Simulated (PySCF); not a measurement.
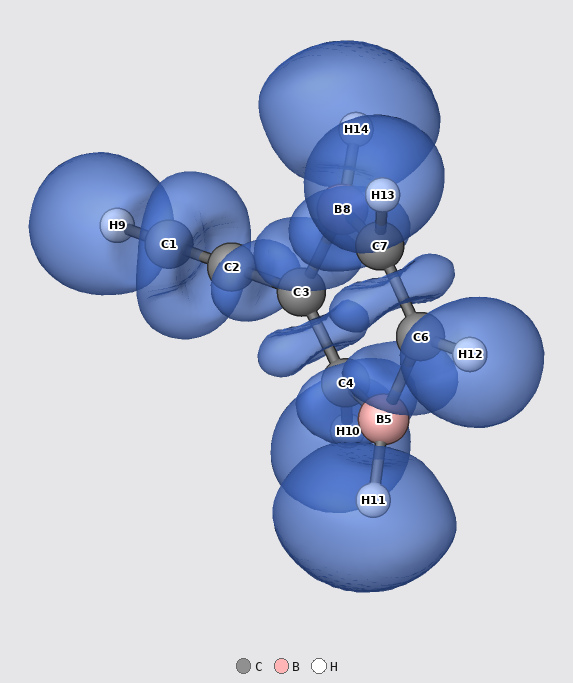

Figure. C6H6B2 (SMILES [H]/[C+]=[C]/C1=CBC=CB1) (charge +1, doublet). Isosurface of the electron localisation function at 0.75 (blue), seen at an oblique angle. Only the valence region is drawn (cores and ρ < 0.01 e/Å³ removed).

Geometry: GFN2-xTB.

Method: UKS B3LYP, pcH-1 on B C H, non-relativistic, mean-field spin-orbit, GIAO (PySCF).

```xyz
14

C     3.2824   -0.7982   -0.2455
C     2.1193   -0.5660   -0.0113
C     0.7761   -0.2694    0.2124
C    -0.1945   -1.1969    0.4734
B    -1.6531   -0.9198    0.1164
C    -2.0702    0.5716    0.1847
C    -1.1283    1.5069   -0.0416
B     0.3326    1.2290    0.3297
H     4.2995   -1.0272   -0.3971
H     0.1067   -2.1639    0.8670
H    -2.3540   -1.7203   -0.3556
H    -3.1177    0.8418    0.2696
H    -1.4233    2.5040   -0.3590
H     1.0239    2.0078    0.8501
```

### Describe the localisation domains.

The ELF exceeds this value in four regions between bonded B–C atoms (shared pairs), four regions between bonded C–C atoms (shared pairs) and six regions around hydrogen nuclei.

Values along the shortest contacts:
C–C (1.21 Å): the ELF peaks at about 0.85 between the atoms (a short, multiple covalent bond). C–B (1.53 Å): the ELF peaks at about 1 between the atoms: localised, covalent bonding.
